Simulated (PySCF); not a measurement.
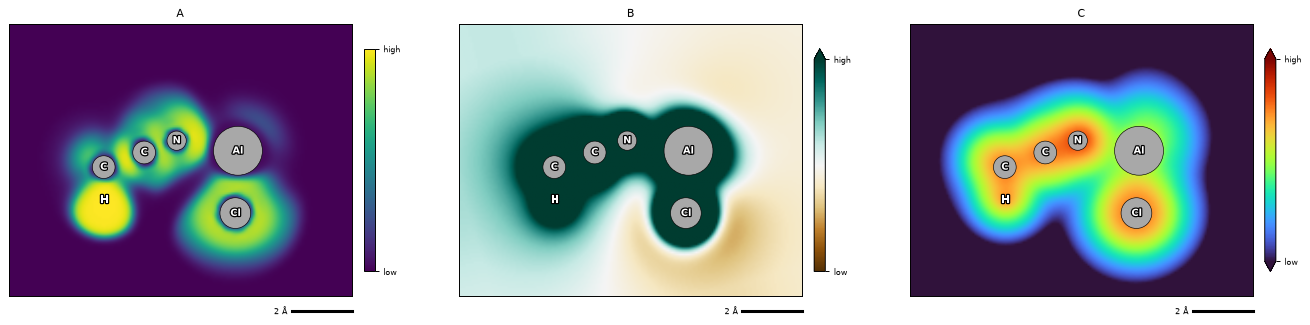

C4H9AlClN (SMILES CC#[N+][Al-]([CH3])([CH3])[Cl]): 3 fields on the plane of atoms N3, Al4 and Cl7, with unlabelled colour scales. Grey discs cover the atomic cores.

Geometry: GFN2-xTB.

All numbers below come from PBE0/pcSseg-1, SCF density, gas phase, non-relativistic in PySCF 2.14.0.

### The panels show electron density, electron localisation function and electrostatic potential in some order. Assign them.

Panel A: electron localisation function. Panel B: electrostatic potential (strongly positive close to the atoms, with negative regions outside electron-rich atoms). Panel C: electron density. From the grid: C–N (1.15 Å): ρ at the midpoint is about 3.5 e/Å³; the ELF peaks at about 0.90 between the atoms (a multiple bond). C–C (1.42 Å): ρ at the midpoint is about 1.9 e/Å³; the ELF peaks at about 0.95 between the atoms: localised, covalent bonding.
